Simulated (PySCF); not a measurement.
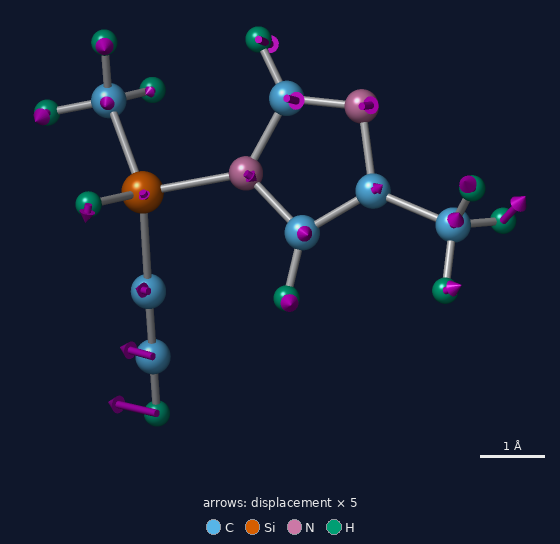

A relaxation of C7H10N2Si. The starting structure is drawn; purple arrows show the displacements, magnified 5 times. The two geometries are superimposed by the best rigid fit.

A ball-and-stick model, seen at a tilt.

The start comes from GFN2-xTB.

All numbers below come from PBE0-D3(BJ)/def2-SVP geometry optimisation, gas phase (PySCF 2.14.0, density-fitted response routines). 

Q: Which element moves most?

A: Hydrogen: up to 0.23 Å, against 0.15 Å for carbon.

Q: What happened in the run?

A: An H atom moves most after the best rigid fit: 0.23 Å. By element the largest moves are H 0.23 Å, C 0.15 Å, N 0.10 Å, Si 0.04 Å. Among the contacts that change: C–Si 1.894 → 1.862 Å, C–H 1.053 → 1.076 Å, N–Si 1.757 → 1.778 Å, H–Si 1.470 → 1.490 Å. After 7 geometry steps the energy has fallen by 10.5 kJ/mol. The largest force component goes from 1.8 to 0.015 eV/Å. The run took of the order of 5 core-minutes on a shared host.
